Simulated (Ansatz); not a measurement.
Profile along the B–B line in LaB6 (CaB6 type, space group Pm-3m)

LaB₆ (CaB6 type, space group Pm-3m)

```xyz
7
Lattice="4.1299 0.0000 0.0000 0.0000 4.1299 0.0000 0.0000 0.0000 4.1299" Properties=species:S:1:pos:R:3 pbc="T T T"
La     0.0000     0.0000     0.0000
B      0.8244     2.0649     2.0649
B      3.3055     2.0649     2.0649
B      2.0649     2.0649     0.8244
B      2.0649     2.0649     3.3055
B      2.0649     0.8244     2.0649
B      2.0649     3.3055     2.0649
```

Fields along a shortest B–B line of a {110} plane (1.75 Å), from B to B, interpolated on the slice's grid (step about 0.3 Å). Method: PBEsol (plane waves to 420 eV, PAW, scalar-relativistic; Ansatz, a quantum-chemistry and plane-wave program). k mesh 11×11×11. These are valence fields of a PAW run, semicore shells included where kept as valence: close to a nucleus they are smooth pseudo fields. LaB6 is run without spin polarisation. LaB6 was relaxed with its symmetry unable to fall.

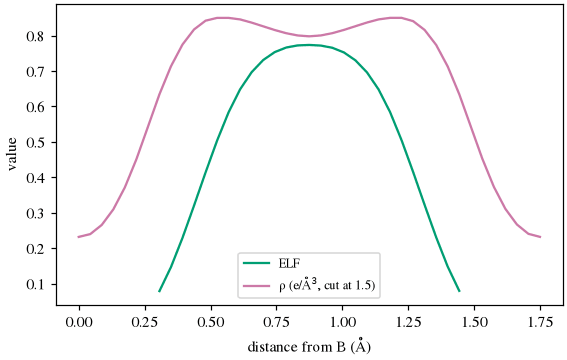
Figure. ELF (away from the nuclei) and valence density from B to B.

Density on the B–B line (1.75 Å) at its midpoint: 0.80 e/Å³. ELF at that point: 0.77. ELF maximum in the middle third of the B–B line: 0.77, 0.9 Å from B.
